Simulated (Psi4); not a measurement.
# [AlH4]− (SMILES [AlH4-]) at HF/cc-pVTZ (density fitting with cc-pvdz-jkfit, sweep point 2)

Aim: the vertical ionisation energy of [AlH4]− at HF/cc-pVTZ (density fitting with cc-pvdz-jkfit, sweep point 2), from 2 runs. 

The calculation is run with Psi4 1.11.

2 further runs of the same task are left out: 2 set aside as unsound or not needed.

## 1. The molecule

[AlH4]−: 5 atoms, total charge -1, spin state singlet. As SMILES, `[AlH4-]`. Geometry: a GFN2-xTB relaxation, a rough one for these elements and not checked as a minimum.

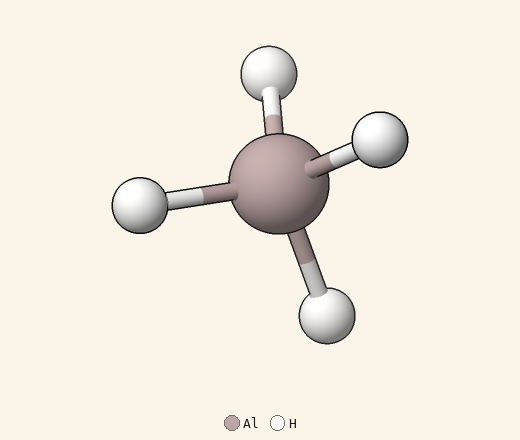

Viewed from a chosen angle; aluminium light grey, hydrogen white.

## 2. A single-point energy at HF/cc-pVTZ (density fitting with cc-pvdz-jkfit, sweep point 2)

input.inp

```
memory 1600 MB

molecule system {
  -1 1
  Al    -0.00003779     0.00011338    -0.00204090
  H      2.72783856    -0.95293219     1.05146251
  H     -2.23548931    -1.14233944     1.77469850
  H     -0.38520177    -0.97723407    -2.89262268
  H     -0.10709078     3.07241122     0.06850257
  units au
  symmetry c1
}

set {
  basis        cc-pVTZ
  puream       true
  scf_type     df
  df_basis_scf cc-pvdz-jkfit
}

energy("hf")
print_variables()
```

Command:

```sh
$ psi4 -n 1 input.inp input.out
```

input.out (excerpt; [...] marks lines left out):

```text
[...]
  Running in c1 symmetry.
[...]
  Nuclear repulsion =   18.102884363481468
[...]
  Multiplicity = 1
[...]
  Nalpha       = 9
  Nbeta        = 9
[...]
    Number of basis functions: 90
[...]
   @DF-RHF iter   1:  -244.22116563011514   -6.73341e-01   1.78065e-03 ADIIS/DIIS
[...]
   @DF-RHF iter   6:  -244.24693422817066   -1.32315e-07   3.27530e-07 DIIS
[...]
    Orbital Energies [Eh]
    ---------------------
    Doubly Occupied:
       1A    -58.211537     2A     -4.627843     3A     -2.942318
       4A     -2.942318     5A     -2.942314     6A     -0.356894
       7A     -0.195651     8A     -0.195457     9A     -0.195340
[...]
  @DF-RHF Final Energy:  -244.24693422817066
   => Energetics <=
    Nuclear Repulsion Energy =             18.1028843634814685
    One-Electron Energy =                -379.4802615687897855
    Two-Electron Energy =                 117.1304429771376618
    Total Energy =                       -244.2469342281706872
[...]
 Multipole Moments:
 ------------------------------------------------------------------------------------
     Multipole            Electronic (a.u.)      Nuclear  (a.u.)        Total (a.u.)
 ------------------------------------------------------------------------------------
 L = 1.  Multiply by 2.5417464519 to convert [e a0] to [Debye]
 Dipole X            :         -0.0001933            0.0000930           -0.0001002
 Dipole Y            :          0.0006454           -0.0002453            0.0004001
 Dipole Z            :         -0.0086256            0.0045670           -0.0040586
 Magnitude           :                                                    0.0040795
[...]
```

It took 1.8 s on 1 thread of Intel Xeon Platinum 8488C (Sapphire Rapids), shared host; peak memory 0.29 GiB.

## 3. Doublet neutral AlH4

calc.in

```
memory 1600 MB

molecule {
  0 2
  Al    -0.00003779     0.00011338    -0.00204090
  H      2.72783856    -0.95293219     1.05146251
  H     -2.23548931    -1.14233944     1.77469850
  H     -0.38520177    -0.97723407    -2.89262268
  H     -0.10709078     3.07241122     0.06850257
  units bohr
  symmetry c1
}

set globals {
  basis cc-pVTZ
  reference uhf
  puream true
  scf_type df
  df_basis_scf cc-pvdz-jkfit
  maxiter 150
}

energy('hf')
```

Command:

```sh
$ psi4 -n 1 calc.in calc.out
```

calc.out (excerpt; [...] marks lines left out):

```text
[...]
  Running in c1 symmetry.
[...]
  Nuclear repulsion =   18.102884363481468
[...]
  Multiplicity = 2
[...]
  Nalpha       = 9
  Nbeta        = 8
[...]
    Number of basis functions: 90
[...]
   @DF-UHF iter   1:  -244.05710470667171   -5.09280e-01   1.73325e-03 ADIIS/DIIS
[...]
   @DF-UHF iter  14:  -244.09474335597636   -3.64497e-08   4.56217e-07 DIIS
[...]
   @S^2 Observed:                8.297561024E-01
[...]
    Orbital Energies [Eh]
    ---------------------
    Alpha Occupied:
       1A    -58.471360     2A     -4.887840     3A     -3.206882
       4A     -3.200243     5A     -3.199806     6A     -0.669228
       7A     -0.576742     8A     -0.454646     9A     -0.401309
    Alpha Virtual:
      10A      0.112594    11A      0.112688    12A      0.117749
      13A      0.196905    14A      0.236877    15A      0.240090
      16A      0.252013    17A      0.256119    18A      0.273285
      19A      0.278090    20A      0.360521    21A      0.374648
      22A      0.402329    23A      0.533648    24A      0.564714
      25A      0.603038    26A      0.609043    27A      0.722278
[...]
  @DF-UHF Final Energy:  -244.09474335597636
   => Energetics <=
    Nuclear Repulsion Energy =             18.1028843634814685
    One-Electron Energy =                -375.0292893344292224
    Two-Electron Energy =                 112.8316616149714093
    Total Energy =                       -244.0947433559763624
  UHF NO Occupations:
  HONO-2 :    7  A 1.9998100
  HONO-1 :    8  A 1.9595996
[...]
 Multipole Moments:
 ------------------------------------------------------------------------------------
     Multipole            Electronic (a.u.)      Nuclear  (a.u.)        Total (a.u.)
 ------------------------------------------------------------------------------------
 L = 1.  Multiply by 2.5417464519 to convert [e a0] to [Debye]
 Dipole X            :          0.1280421            0.0000930            0.1281351
 Dipole Y            :         -0.5341525           -0.0002453           -0.5343978
 Dipole Z            :          0.7135931            0.0045670            0.7181601
 Magnitude           :                                                    0.9042973
[...]
```

Run time: 1.8 s. Hardware: 1 thread of Intel Xeon Platinum 8488C (Sapphire Rapids), shared host; peak memory 0.29 GiB.

## 4. Summary of results

At HF/cc-pVTZ (density fitting with cc-pvdz-jkfit, sweep point 2):

| quantity | value |
| --- | --- |
| singlet [AlH4]−: total energy | -244.24693 Eh |
| singlet [AlH4]−: HOMO energy | -5.32 eV |
| singlet [AlH4]−: LUMO energy | 8.22 eV |
| singlet [AlH4]−: HOMO–LUMO gap (to an unbound level, set by the basis) | 13.54 eV |
| doublet neutral AlH4: total energy | -244.09474 Eh |
| doublet neutral AlH4: dipole moment | 2.30 D |
| doublet neutral AlH4: HOMO energy (highest over α and β) | -10.29 eV |
| doublet neutral AlH4: LUMO energy (lowest over α and β) | -3.09 eV |
| doublet neutral AlH4: ⟨S²⟩ | 0.830 |
| vertical detachment energy (to the doublet neutral) | 4.141 eV |

The vertical ionisation energy comes to 4.14 eV (96 kcal/mol). The negative HOMO energy of the first species, 5.32 eV, lies 1.17 eV above that difference.
